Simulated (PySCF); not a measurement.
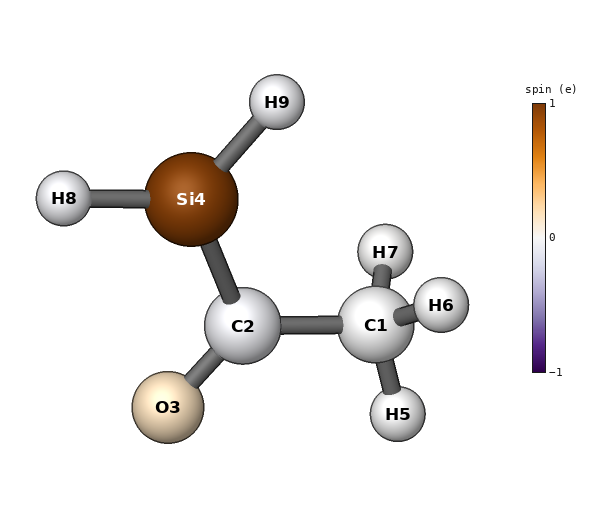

Atoms are coloured by their Mulliken spin populations. The species is neutral and a spin doublet. Computed geometry: GFN2-xTB optimisation. No frequency run is at hand to confirm it as a minimum. Properties computed with UKS B3LYP, pcH-1 on C H O Si, non-relativistic (PySCF 2.14.0).

Which atom carries the largest spin population?

Answer. Si4 (0.97 e).

Which atom has the lowest spin population?

Answer. C2 (−0.05 e); a negative value comes from spin polarisation.

List the Mulliken spin populations.

| atom | value (e) |
| --- | --- |
| C1 | 0.00 |
| C2 | −0.05 |
| O3 | 0.17 |
| Si4 | 0.97 |
| H5 | 0.00 |
| H6 | 0.00 |
| H7 | 0.00 |
| H8 | −0.04 |
| H9 | −0.04 |

Mulliken values depend strongly on the basis set. The geometry is semi-empirical. Around Si such bond lengths and angles can be off by a tenth of an ångström or more and by several degrees, and values that hang on the shape move with them.
